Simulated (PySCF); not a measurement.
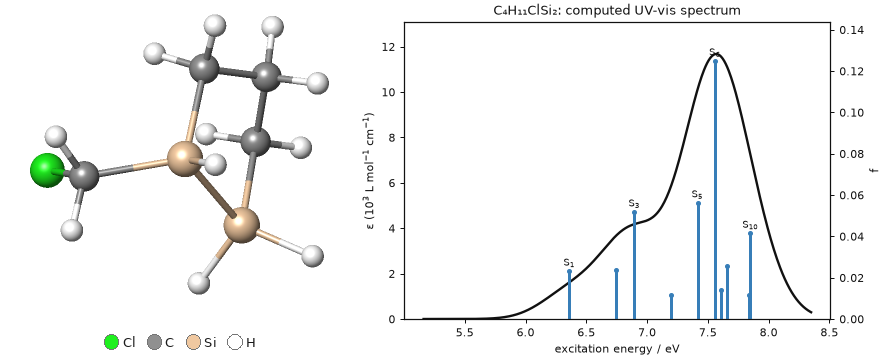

Computed absorption of C₄H₁₁ClSi₂, SMILES ClC[Si@@H]1CCC[SiH2]1. Vertical TDDFT excitations, ωB97X-D/def2-SVPD, PySCF 2.14.0, at a PBE0-D3(BJ)/def2-SVP geometry (no frequency check), gas phase. Only the first 10 singlet excitations are included; each is broadened by a Gaussian of 1/e half-width 0.33 eV. Sticks give oscillator strengths (right axis).

Where is the lowest singlet, and is it bright?

S1 lies at 6.36 eV (195 nm) with f = 0.023, mainly HOMO → LUMO (77 %); it is weak.

Which of the computed transitions is the brightest, and what character does the calculation give it?

S6 at 7.56 eV (164 nm), f = 0.125, mixed, the largest part being HOMO → LUMO+3 (49 %) (S7 lies within 0.06 eV, too close to order).

List the transitions behind the spectrum.

```
state  E (eV)  λ (nm)      f          main character
   S1    6.36     195  0.023      HOMO → LUMO (77 %)
   S2    6.75     184  0.024    HOMO−1 → LUMO (38 %)
   S3    6.90     180  0.052    HOMO → LUMO+1 (41 %)
   S4    7.20     172  0.012    HOMO−2 → LUMO (43 %)
   S5    7.42     167  0.056    HOMO → LUMO+2 (63 %)
   S6    7.56     164  0.125    HOMO → LUMO+3 (49 %)
   S7    7.61     163  0.014  HOMO−1 → LUMO+1 (41 %)
   S8    7.66     162  0.026    HOMO → LUMO+4 (44 %)
   S9    7.84     158  0.012    HOMO−4 → LUMO (57 %)
  S10    7.85     158  0.041    HOMO−3 → LUMO (43 %)
```

Caveats: one conformer of a flexible molecule; core orbitals are frozen in the response.
